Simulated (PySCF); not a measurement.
**What a change does: NMR shielding calculation on SiP₂H₆**

System: SiP₂H₆, SMILES P[SiH2]P.
Method of run 1: GIAO PBE0/pcSseg-1 NMR shielding, non-relativistic, IEF-PCM cyclohexane (PySCF 2.14.0).

The geometry comes from this level: PBE0-D3(BJ)/def2-SVP. Text and figures count atoms from 1; the logs count them from 0 in places.

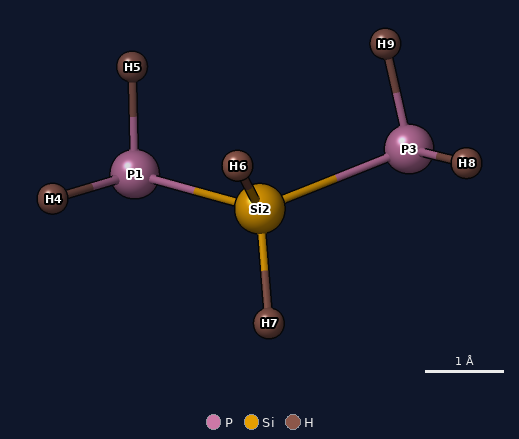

The structure as given in the input (ball-and-stick view, seen at a tilt; atoms are numbered from 1 in the order of the input). Bond lengths as drawn: H–P 1.43 Å, H–Si 1.49 to 1.50 Å and P–Si 2.27 Å.

**The input, run 1**
```
{"job": {"kind": "nmr", "xc": "PBE0", "basis": "pcSseg-1", "solvent": "cyclohexane", "pop": false}, "charge": 0, "multiplicity": 1}
P     -1.735640     0.453448    -0.764997
Si     0.096372    -0.532648     0.132924
P      1.888058     0.525872    -0.764588
H     -2.641301    -0.183804     0.138098
H     -1.612128     1.621873     0.049850
H      0.095992    -0.533298     1.629558
H      0.125511    -1.949072    -0.342626
H      2.821800    -0.099140     0.119468
H      1.736387     1.675851     0.071803
```

The first line tells a small driver script what to run in PySCF; the rest is the geometry in Å.

Command:
```bash
OMP_NUM_THREADS=1 python <driver script> task.json out
```

Hardware: 1 CPU thread, shared host.

**Output (run 1)**
```
coarse grid: 8592 points
cycle   1  E = -975.3538576515  dE = -1.565e-01  |g| = 1.533e-01  |ddm| = 2.557e+00
cycle   2  E = -975.3565008251  dE = -2.643e-03  |g| = 1.199e-01  |ddm| = 3.950e-01
cycle   3  E = -975.3608954827  dE = -4.395e-03  |g| = 2.449e-02  |ddm| = 2.082e-01
cycle   4  E = -975.3610333958  dE = -1.379e-04  |g| = 3.058e-03  |ddm| = 3.299e-02
cycle   5  E = -975.3610363168  dE = -2.921e-06  |g| = 1.827e-03  |ddm| = 8.207e-03
final grid: 68016 points
cycle   6  E = -975.3786107042  dE = -1.052e-05  |g| = 2.916e-03  |ddm| = 1.893e-02
cycle   7  E = -975.3786112936  dE = -5.894e-07  |g| = 2.650e-03  |ddm| = 8.457e-03
cycle   8  E = -975.3786132862  dE = -1.993e-06  |g| = 1.037e-04  |ddm| = 3.973e-03
cycle   9  E = -975.3786132889  dE = -2.678e-09  |g| = 3.346e-05  |ddm| = 1.829e-04
cycle  10  E = -975.3786132893  dE = -4.272e-10  |g| = 1.027e-05  |ddm| = 6.422e-05
converged SCF energy = -975.3786132893

GIAO shielding tensors (ppm)
atom      isotropic    diamagn.    paramagn.     s11        s22        s33       span
  0 P      597.835     966.808    -368.974    541.729    582.456    669.319    127.589
  1 Si     398.396     880.260    -481.864    366.091    398.375    430.722     64.631
  2 P      597.582     966.720    -369.138    541.533    582.096    669.118    127.584
  3 H       29.255      28.906       0.349     24.064     25.880     37.822     13.757
  4 H       29.601      29.530       0.070     24.383     27.467     36.952     12.570
  5 H       26.202      29.499      -3.297     21.843     24.835     31.928     10.085
  6 H       26.926      28.953      -2.027     23.541     25.011     32.225      8.684
  7 H       29.240      28.747       0.493     24.056     25.867     37.797     13.741
  8 H       29.585      29.435       0.150     24.378     27.413     36.963     12.585
```

The input of run 2 differs as follows (lines with − go, lines with + come):
```diff
-"solvent": "cyclohexane"
-"pop": false
+"solvent": "acetonitrile"
+"pop": true
```

How does run 2 compare with run 1?

The total energy of run 2 is 1.9 kcal/mol lower: the change of the electrostatic solvation energy at this fixed geometry, without cavity or dispersion terms. The LUMO goes from 0.19 to 0.30 eV. The dipole moment goes from 2.13 to 2.66 D. Of all shieldings, the largest change is that of P1 and P3, by +2.4 ppm. The number of SCF iterations is the same.

**Output (run 2)**
```
coarse grid: 8592 points
cycle   1  E = -975.3579715711  dE = -1.604e-01  |g| = 1.447e-01  |ddm| = 2.557e+00
cycle   2  E = -975.3611757502  dE = -3.204e-03  |g| = 9.907e-02  |ddm| = 3.401e-01
cycle   3  E = -975.3638968016  dE = -2.721e-03  |g| = 2.303e-02  |ddm| = 1.666e-01
cycle   4  E = -975.3640142654  dE = -1.175e-04  |g| = 2.153e-03  |ddm| = 2.842e-02
cycle   5  E = -975.3640159277  dE = -1.662e-06  |g| = 1.333e-03  |ddm| = 6.752e-03
final grid: 68016 points
cycle   6  E = -975.3815863502  dE = -1.054e-05  |g| = 2.691e-03  |ddm| = 1.851e-02
cycle   7  E = -975.3815870523  dE = -7.021e-07  |g| = 2.310e-03  |ddm| = 7.370e-03
cycle   8  E = -975.3815883866  dE = -1.334e-06  |g| = 8.451e-05  |ddm| = 3.315e-03
cycle   9  E = -975.3815883884  dE = -1.885e-09  |g| = 3.686e-05  |ddm| = 1.734e-04
cycle  10  E = -975.3815883889  dE = -5.050e-10  |g| = 9.728e-06  |ddm| = 6.720e-05
converged SCF energy = -975.3815883889

GIAO shielding tensors (ppm)
atom      isotropic    diamagn.    paramagn.     s11        s22        s33       span
  0 P      600.230     967.243    -367.013    542.788    587.741    670.161    127.373
  1 Si     396.845     880.272    -483.427    364.613    395.695    430.227     65.614
  2 P      599.961     967.149    -367.187    542.596    587.366    669.922    127.326
  3 H       29.070      28.874       0.196     23.778     25.610     37.822     14.044
  4 H       29.354      29.510      -0.157     24.053     27.111     36.896     12.843
  5 H       26.170      29.476      -3.306     21.812     24.762     31.935     10.122
  6 H       26.936      29.017      -2.081     23.531     25.058     32.219      8.688
  7 H       29.056      28.705       0.351     23.771     25.598     37.798     14.027
  8 H       29.339      29.412      -0.074     24.050     27.059     36.907     12.858
```

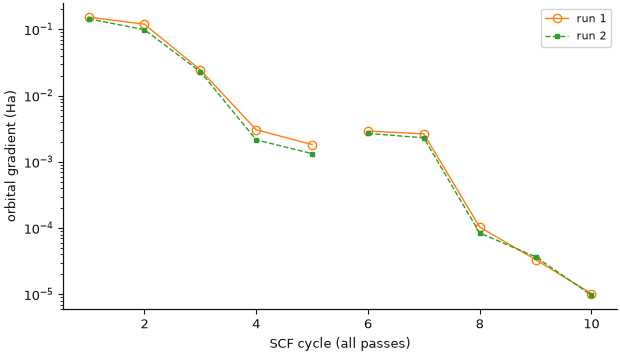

Convergence of the two runs: orbital gradient against the SCF cycle. A break in a curve parts two SCF passes (coarse and final grid). Run 1 takes 10 cycles in all, and run 2 takes 10.

**The two runs side by side**

| quantity | run 1 | run 2 |
| --- | --- | --- |
| outcome | converged | converged |
| total energy (hartree) | −975.378613 | −975.381588 |
| HOMO (eV) | −7.59 | −7.55 |
| LUMO (eV) | 0.19 | 0.30 |
| dipole moment (D) | 2.13 | 2.66 |
| shielding of P1 (ppm) | 597.8 | 600.2 |
| shielding of Si2 (ppm) | 398.4 | 396.8 |
| shielding of P3 (ppm) | 597.6 | 600.0 |
| shielding of H4 (ppm) | 29.3 | 29.1 |
| shielding of H5 (ppm) | 29.6 | 29.4 |
| shielding of H8 (ppm) | 29.2 | 29.1 |
| shielding of H9 (ppm) | 29.6 | 29.3 |
| SCF iterations | 10 | 10 |
| basis functions | 102 | 102 |
| wall time (shared host) | 3.9 s | 4.9 s |
